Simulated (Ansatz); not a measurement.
BGaH$_{4}$ (SMILES [BH3-][GaH+])

```tsv
atom	x (Å)	y (Å)	z (Å)
B	0.8882	-0.7398	0.7179
Ga	-1.0776	-0.6094	0.3027
H	1.0459	0.1084	1.5869
H	-2.6401	-0.5054	-0.0268
H	1.0172	-1.8973	1.0957
H	1.4177	-0.4843	-0.3562
```

Geometry: PBE0-D3(BJ)/def2-SVP.

These are results of Ansatz 0.2.0, isolated molecule in a Gaussian basis; Kohn-Sham density functional theory, functional PBE0, not measurements.

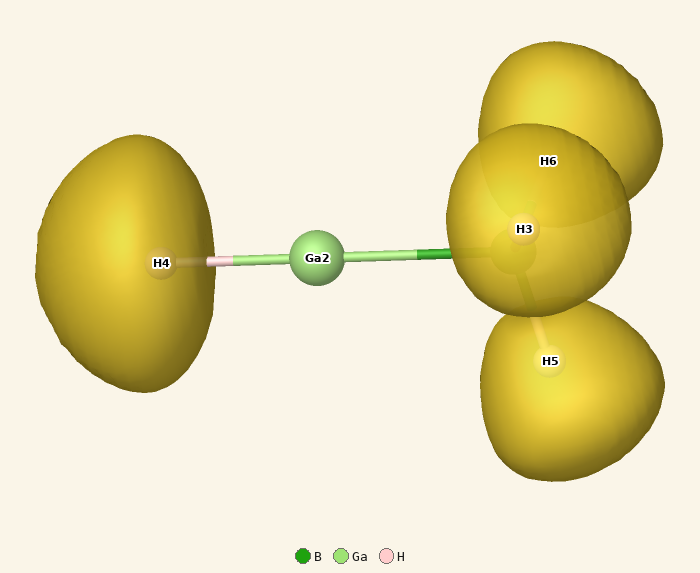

Figure 1. Isosurface of the ELF at 0.9 (yellow), seen at a tilt. Only the valence region is drawn (cores and ρ < 0.01 e/Å³ removed).

Describe the localisation domains.

The surface consists of four regions around hydrogen nuclei.


Ga–B (2.01 Å): the ELF peaks at about 0.80 in the valence shell of B, 0.9 Å from its nucleus, and is about 0.60 at the midpoint. B–H (1.22 Å): the ELF climbs to about 1 towards the hydrogen, as it does in any bond to H; an ordinary covalent bond to hydrogen.

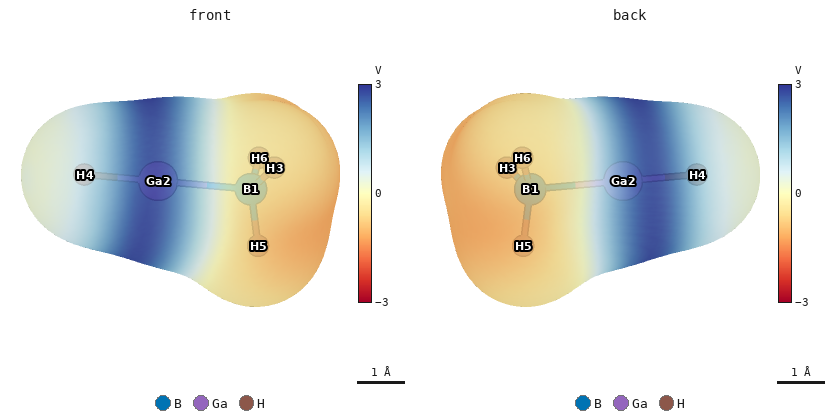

Figure 2. The molecular electrostatic potential painted on the density surface at 0.002 e/bohr³, seen from the front and from behind; the colour scale runs from red (negative) to blue (positive).

Where is the surface potential most negative and most positive?

The most negative region (about −1.2 V, or −28 kcal/mol for a unit charge) lies over H3, the most positive (about +2.9 V, or +67 kcal/mol for a unit charge) over Ga2.

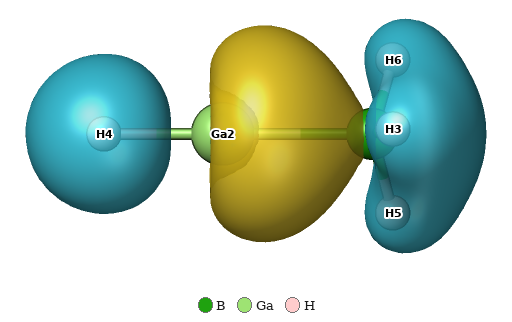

Figure 3. The HOMO at ±0.1 Å⁻³ᐟ² (yellow and cyan are the two phases), seen at a tilt.

Where does this orbital lie, and at what energy?

Its weight (Hirshfeld) is mainly on Ga2 (about 35 %), B1 (about 30 %) and H4 (about 20 %). Its energy is −7.32 eV.

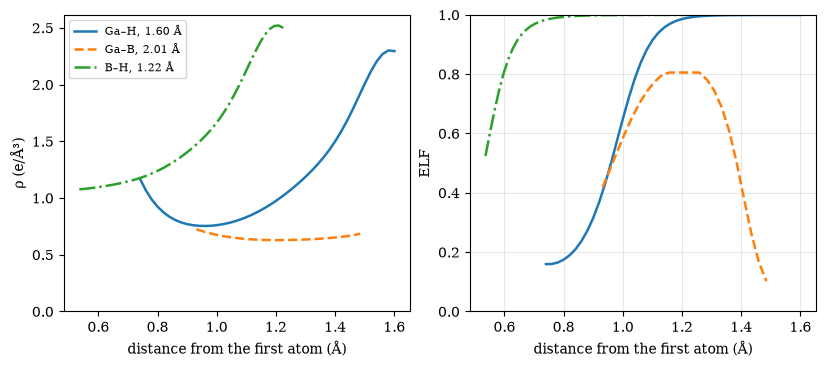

Figure 4. Total electron density and ELF along straight lines between neighbouring atoms. The curves leave out the atomic cores.

What can be read from the curves?

Ga–H (1.60 Å): ρ at the midpoint is about 0.92 e/Å³; the ELF climbs to about 1 towards the hydrogen.
Ga–B (2.01 Å): ρ at the midpoint is about 0.67 e/Å³; the ELF peaks at about 0.80 in the valence shell of B, 0.9 Å from its nucleus, and is about 0.60 at the midpoint.
B–H (1.22 Å): ρ is about 1.1 e/Å³ halfway; the ELF climbs to about 1 towards the hydrogen (an ordinary covalent bond to hydrogen).
